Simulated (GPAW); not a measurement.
# Conductance along a series: an Al chain with one atom pushed aside at constant bond length, part 2 of 2

Aim: how the conductance and the thermopower change along a series of junctions, an Al chain with one atom pushed aside at constant bond length.

GPAW 26.7.0; GPAW LCAO, PAW setups; Landauer transmission from Green's functions with principal layers (ASE), zero bias.

So far, transmission at the Fermi level (one spin): step 2 (member of the series, offset 0.3 Å) 1.99; step 3 (another cell, offset 0.6 Å) 1.92; step 4 (another cell, offset 0.9 Å) 1.75; step 5 (another cell, offset 1.2 Å) 1.54.

### Step 7. Broadening 1e-06, mixing 0.25, mixing history 5: eta = 1e-06, beta = 0.25 and nmaxold = 5

The broadening keeps the Green's functions finite; too large a value absorbs electrons where channels are open and leaks them where none are. Mixing changes the road to self-consistency, not its end. The mixing history changes the road to self-consistency, not its end.

run.py

```python
import json
import numpy as np
from ase import Atoms
from ase.transport.calculators import TransportCalculator
from gpaw import GPAW, FermiDirac
from gpaw.lcao.tools import get_lcao_hamiltonian
from scipy.linalg import eigh

# The junction with lead layers at both ends, along the third cell vector
device = Atoms(
    ['Al', 'Al', 'Al', 'Al', 'Al', 'Al', 'Al', 'Al', 'Al', 'Al', 'Al', 'Al', 'Al'],
    positions=[
        [4.50000, 4.50000, 1.20000],
        [4.50000, 4.50000, 3.60000],
        [4.50000, 4.50000, 6.00000],
        [4.50000, 4.50000, 8.40000],
        [4.50000, 4.50000, 10.80000],
        [4.50000, 4.50000, 13.20000],
        [5.10000, 4.50000, 15.52379],
        [4.50000, 4.50000, 17.84758],
        [4.50000, 4.50000, 20.24758],
        [4.50000, 4.50000, 22.64758],
        [4.50000, 4.50000, 25.04758],
        [4.50000, 4.50000, 27.44758],
        [4.50000, 4.50000, 29.84758]],
    cell=[[9.0, 0.0, 0.0], [0.0, 9.0, 0.0], [0.0, 0.0, 31.04758]],
    pbc=True)

# One principal layer of the lead: the first 4 atoms of the device
lead = Atoms(
    ['Al', 'Al', 'Al', 'Al'],
    positions=[
        [4.50000, 4.50000, 1.20000],
        [4.50000, 4.50000, 3.60000],
        [4.50000, 4.50000, 6.00000],
        [4.50000, 4.50000, 8.40000]],
    cell=[[9.0, 0.0, 0.0], [0.0, 9.0, 0.0], [0.0, 0.0, 9.6]],
    pbc=True)

settings = dict(mode='lcao', basis='szp(dzp)', xc='PBE', h=0.2,
                occupations=FermiDirac(0.1), maxiter=250,
                mixer=dict(beta=0.25, nmaxold=5, weight=100.0),
                convergence=dict(density=0.0001))
energies = np.arange(-2, 2 + 1e-9, 0.05)
eta = 1e-06
n1, n2 = 1, 1
# k and -k transmit alike, so half of the mesh across the current serves
mesh = [(i, j) for i in range(n1) for j in range(n2) if (i, j) <= (-i % n1, -j % n2)]
weights = np.array([1 if (i, j) == (-i % n1, -j % n2) else 2 for i, j in mesh]) / (n1 * n2)

# [... helper functions left out ...]
fermi_lead = ground_state(lead, (1, 1, 12), 'lead.txt')
fermi_device = ground_state(device, (1, 1, 3), 'device.txt')
# [... loop over the mesh left out, but for ...]
        # Shift the lead onto the potential of the device's first layer
        shift = ((H[:, 0, 0] - H0[:, 0, 0]) / S0[0, 0]).real.mean()
# [...]
kT = 8.617333e-5 * 500
bias = [0.1, 0.2, 0.5, 1.0, 1.5, 2.0]
# [... integrals and printing left out ...]
```

Command:

```bash
OMP_NUM_THREADS=1 OPENBLAS_NUM_THREADS=1 python run.py
```

The log of the run:

```text
basis functions: device 117, principal layer 36
Fermi level: lead -3.5823 eV, device -3.5728 eV; lead shifted by 0.0036 eV
largest coupling past the next layer 1.69e-15 eV, largest misfit of the first layer 0.013 eV
  E-E_F (eV)   T (one spin)  [channel counts left out]
    -2.000    9.8620e-01
    -1.950    9.8485e-01
    -1.900    9.8327e-01
    -1.850    9.8138e-01
    -1.800    9.7908e-01
    -1.750    9.7622e-01
    -1.700    9.7255e-01
    -1.650    9.6763e-01
    -1.600    9.6066e-01
    -1.550    9.4986e-01
    -1.500    9.3061e-01
    -1.450    8.8547e-01
    -1.400    6.4239e-01
    -1.350    1.0743e-10
    -1.300    3.9753e-12
    -1.250    6.8125e-13
[...]
1.650    2.9058e+00
     1.700    2.9142e+00
     1.750    2.9216e+00
     1.800    2.9282e+00
     1.850    2.9341e+00
     1.900    2.9392e+00
     1.950    2.9438e+00
     2.000    2.9479e+00
conductance at 500 K: 1.9255 G0 a cell; thermopower -0.7754 uV/K
current from the zero-bias T(E) at 0.1 V: 14.914 uA
current from the zero-bias T(E) at 0.2 V: 29.796 uA
current from the zero-bias T(E) at 0.5 V: 73.485 uA
current from the zero-bias T(E) at 1.0 V: 124.77 uA
current from the zero-bias T(E) at 1.5 V: 162.06 uA
current from the zero-bias T(E) at 2.0 V: 206.65 uA
```

Run time: 62 s. Hardware: 1 thread of Intel Xeon Platinum 8375C at 2.90GHz (Ice Lake), shared host; peak memory 0.94 GiB.

This step gave:

```yaml
conductance: 1.925 G₀
largest_coupling_past_the_next_principal_layer: 1.69e-15 eV
largest_misfit_of_the_first_principal_layer: 0.01345 eV
shift_that_aligns_the_lead: 0.003579 eV
transmission_at_the_fermi_level_one_spin: 1.930
```

One spin. Table of transmission, zone mean by energy, zero at the Fermi level:

```tsv
energy (eV)	transmission, zone mean
-2.000	0.986
-1.500	0.931
-1.000	0
-0.500	0
0.000	1.93
0.500	1.91
1.000	2.58
1.500	2.87
2.000	2.95
```

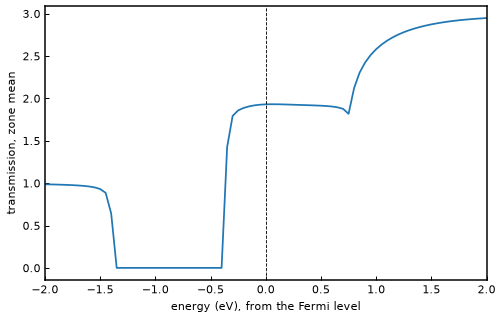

Transmission, zone mean against energy.

Not self-consistent under bias; the bias window is split evenly. The current through one cell, from the zero-bias transmission by bias:

```tsv
bias (V)	current through one cell, from the zero-bias transmission (μA)
0.100	14.9
0.200	29.8
0.500	73.5
1.000	125
1.500	162
2.000	207
```

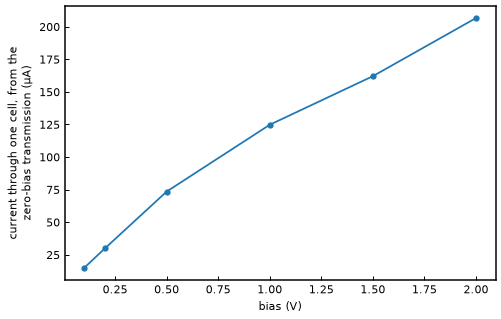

Current through one cell, from the zero-bias transmission against bias.

The transmission of the three most open eigenchannels by energy, zero at the Fermi level:

```tsv
energy (eV)	channel 1	channel 2	channel 3
-2.000	0.986	0	0
-1.800	0.979	0	0
-1.600	0.961	0	0
-1.400	0.642	0	0
-1.200	0	0	0
-1.000	0	0	0
-0.800	0	0	0
-0.600	0	0	0
-0.400	1.3e-12	0	0
-0.200	0.993	0.894	0
0.000	0.995	0.934	0
0.200	0.998	0.930	0
0.400	1.000	0.919	0
0.600	1.000	0.904	0
0.800	1.000	0.898	0.224
1.000	1.000	0.972	0.609
1.200	1.000	0.988	0.765
1.400	1.000	0.994	0.850
1.600	1.000	0.996	0.900
1.800	0.999	0.997	0.932
2.000	0.999	0.997	0.952
```

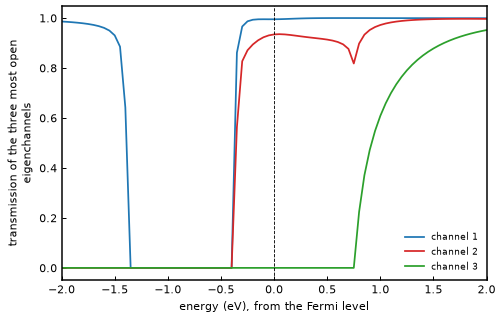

Transmission of the three most open eigenchannels, plotted against energy.

The conductance, 1.93 G₀, lies 0.3 % above that of the unchanged run.

### Step 8. Results

```
conductance, first and last member : 1.99 and 1.53 G₀
largest and smallest               : 1.99 and 1.53 G₀
```

**Reading.** As the sideways shift goes from 0.3 to 1.2 Å, the conductance goes from 1.99 to 1.53 G₀. The conductance falls at every step of the series. The geometry was built from estimated bond lengths and not relaxed, so the numbers describe this model structure. The run had no spin polarisation, so a magnetic state, which chains and small molecules with open shells often have, wasn't tested. An evenly spaced straight chain is an idealisation: free chains tend to dimerise, zigzag or, where a band edge lies near the Fermi level, turn magnetic. The currents use the zero-bias T(E) throughout, which holds only while the bias is small against the distance to the nearest feature.

[Logs are printed without paths, hosts, clocks, repeated set-up lines and the standing remarks that a program may print on its own settings, such as how far it seeks lower states.]

[Hosts, paths, dates, database ids (printed as entryN), source tags and the programs' standing remarks are cut or masked in the printed files.]
